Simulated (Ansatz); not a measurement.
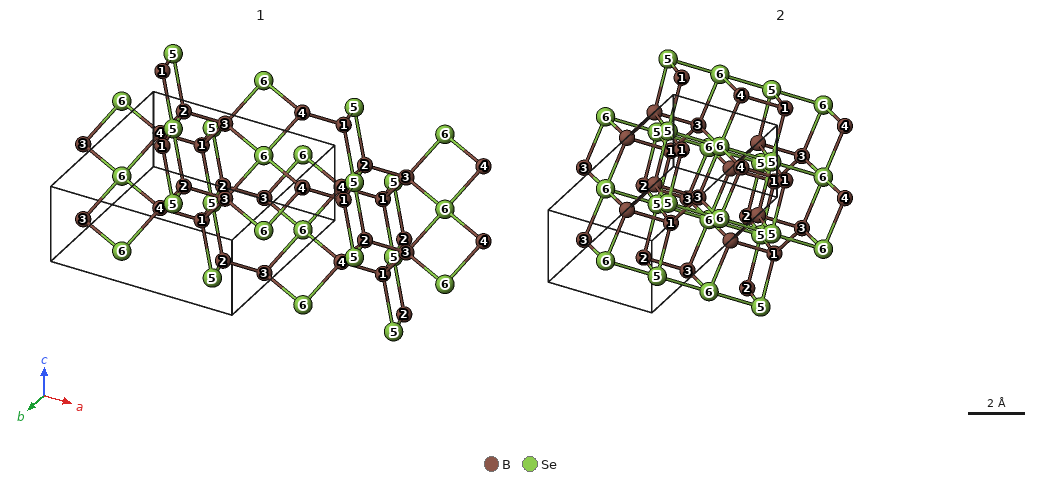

Two geometries of a crystal of B₂Se (a generated structure, set up in Cmmm) (coarse preliminary run), drawn at one scale. One is the start of a relaxation, the other its converged end. Style: ball-and-stick. Shown: the conventional cell (2 times the calculation's cell), repeated 2 × 1 × 2 with one cell outlined, from a free direction. Lengths and directions refer to the drawn axes.

Theory: DFT PBE, scalar-relativistic, plane waves, PAW (Ansatz 0.2.0). Settings: plane-wave cutoff 420 eV; k-point mesh 4 × 4 × 6; occupations gaussian; smearing width 0.1 eV; no spin polarisation; cell and atoms relaxed; force threshold 0.04 eV/Å; at most 70 steps.

Which of the two is the end point?

Answer. Structure 1 is the relaxed one. Over 19 accepted moves (24 points after the start) the energy falls by 7.118 eV per cell of the calculation. Largest force component: 4.5 eV/Å at the start, 0.0017 eV/Å at the end. The pressure goes from 48.34 to 0.00 GPa. The line search rejected the trial step at point 17 of the run. At 4 points the geometry stayed and the basis and grid were re-selected for the new cell (energy shift of 0.144 eV per cell of the calculation at most each time). The largest moves relative to the cell, 0.74 Å, are those of B1, B2, B3 and B4. B3 goes along −a. Se stays in place. Cell: a 4.309 → 7.543 Å (+75.0 %), b 9.191 → 7.544 Å (−17.9 %), c 3.062 → 3.187 Å (+4.1 %). Volume +49.5 %. Among the contacts that change: Se5–Se6 2.155 → 3.771 Å, B1–Se6 2.822 → 3.337 Å, B1–B3 2.019 → 1.722 Å, B1–Se5 2.008 → 2.154 Å. Bonds break: Se5–Se6 (2.15 → 3.77 Å). Among the angles between lasting bonds that change: B1–B4–Se6 94.7° → 118.4°, B2–B4–Se6 129.9° → 118.4°, B3–Se6–B3 99.4° → 95.4°. The space group (tolerance 0.01 Å) goes from Cmmm (No. 65) to P4/mmm (No. 123). Cost: 98 s on 1 thread of Arm Neoverse V2 (shared host), peak memory 0.37 GiB.
